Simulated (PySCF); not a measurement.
Vertical excitations of a molecule C2H6ClFSi from TDDFT-M06-2X/def2-SVPD run with PySCF 2.14.0, as energy in eV (oscillator strength): 8.22 (0.125), 8.53 (0.002), 8.76 (0.019), 8.77 (0.064), 9.28 (0.038), 9.41 (0.002), 9.47 (0.049), 9.71 (0.038), 9.72 (0.036), 9.74 (0.001). Lowest triplet (TDA): 8.01 eV. Coordinates come from a ωB97X-D3(BJ)/def2-SVP optimisation. Other conformers were not sampled.

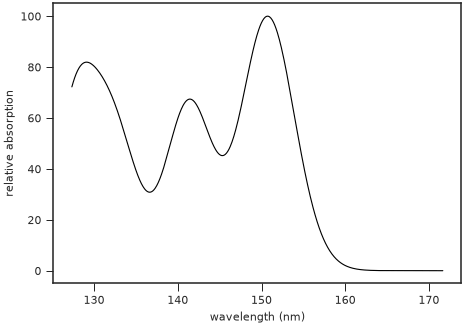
Fig. 1. The lines broadened by 0.4 eV.

Q: Which molecule gave these data?
A. F[SiH2]CCCl
B. C[Si@H](Cl)CF
C. F[C@@H](Cl)C[SiH3]
D. C[Si](C)(F)Cl

A: D, C[Si](C)(F)Cl
